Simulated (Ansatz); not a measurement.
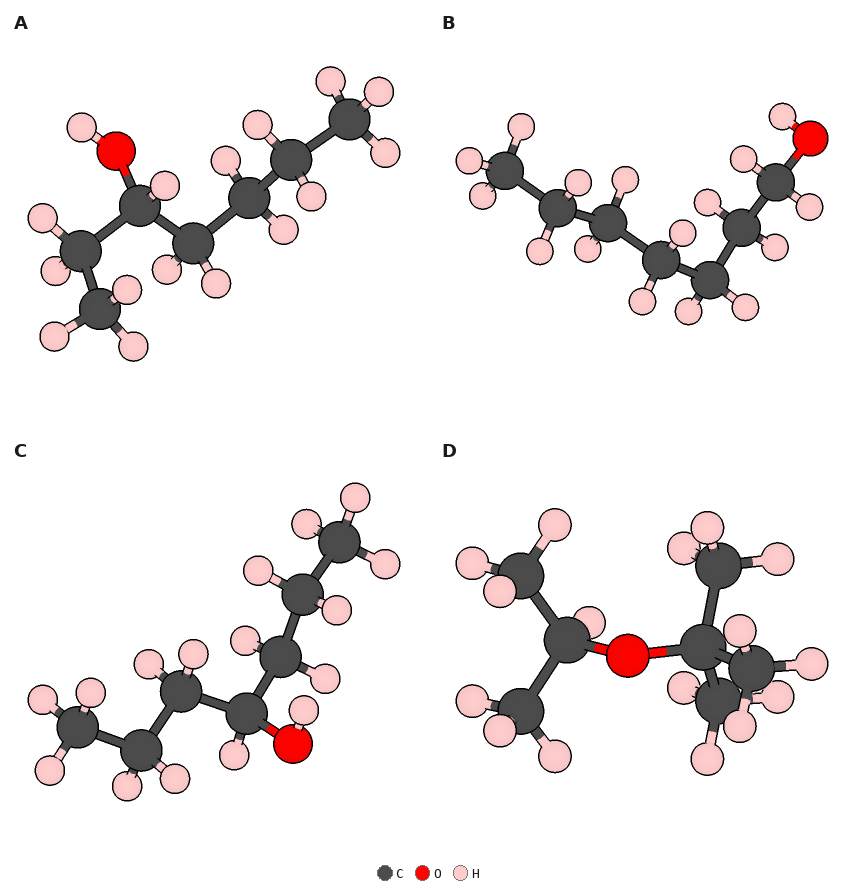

The picture comes from a calculation with Ansatz.

**Which panel belongs to which SMILES?**
(1) CCCC[C@@H](O)CC
(2) CC(C)OC(C)(C)C
(3) CCCC(O)CCC
(4) CCCCCCCO

A is (1), B is (4), C is (3), D is (2).
